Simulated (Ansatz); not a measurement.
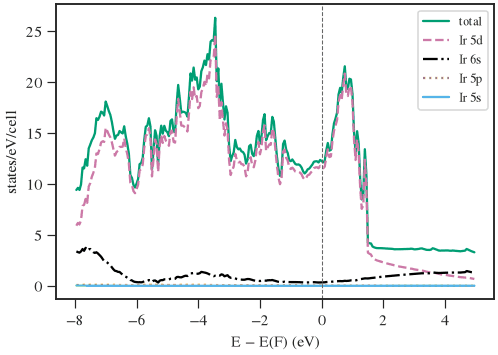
Total and projected density of states of Ir in space group P6_3/mmc (No. 194; Ir on 2d, Ir on 4f, Ir on 4e, Ir on 4f), r²SCAN (plane waves, PAW; program Ansatz)

Q: Which orbitals carry the states next to the Fermi level?

A: Within 0.5 eV of the Fermi level: Ir 5d 95 %. Projections are on Löwdin-orthogonalised atomic valence shells; empty p or d shells of many metals are not among them.

Q: Where is the tallest occupied peak in this window, and what makes it?

A: Near -3.4 eV, about 26 states/eV per cell; the largest projected share is Ir 5d.

The start of the workflow was typed in or built on a structure type; the Crystallography Open Database copy checked does not list it. It is not the phase usual at ambient conditions (space group No. 225). The r²SCAN relaxation kept the symmetry of its start; whether a distortion lowers the energy is not shown. No spin polarisation was allowed. Spin–orbit coupling is left out wherever it is not named.

Potentials: the later of the program's two PAW sets.
